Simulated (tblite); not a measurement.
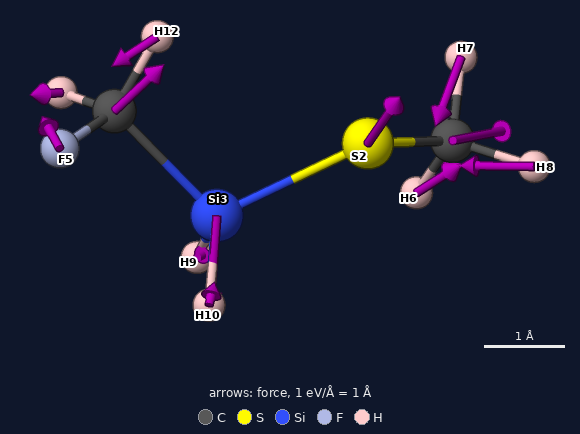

Starting geometry of C2H7FSSi with the computed forces as purple arrows. The picture is a ball-and-stick view, seen at a tilt.

These are results of GFN2-xTB geometry optimisation, gas phase (tblite 0.8.0), not measurements. 

What follows when this structure is relaxed?

It isn't relaxed: the largest force vector, on a C atom, is 1.50 eV/Å. The final displacements have little in common with the starting forces (cosine between the two patterns 0.08). The atom that moves furthest after the best rigid fit is the S atom (1.34 Å). By element the largest moves are S 1.34 Å, H 1.05 Å, F 0.83 Å, Si 0.35 Å, C 0.19 Å. Among the contacts that change: C–H 1.123 → 1.084 Å, C–S 1.790 → 1.820 Å, S–Si 2.110 → 2.140 Å, C–Si 1.887 → 1.907 Å. Bond angles that change, for instance: C–S–Si 115.7° → 99.3°, F–C–H 112.4° → 106.6°, S–Si–H 115.1° → 109.3°. Groups turn about C–S by about 70°, S–Si by about 60°, C–Si by about 60°. Over 165 geometry steps the energy falls by 0.436 eV.
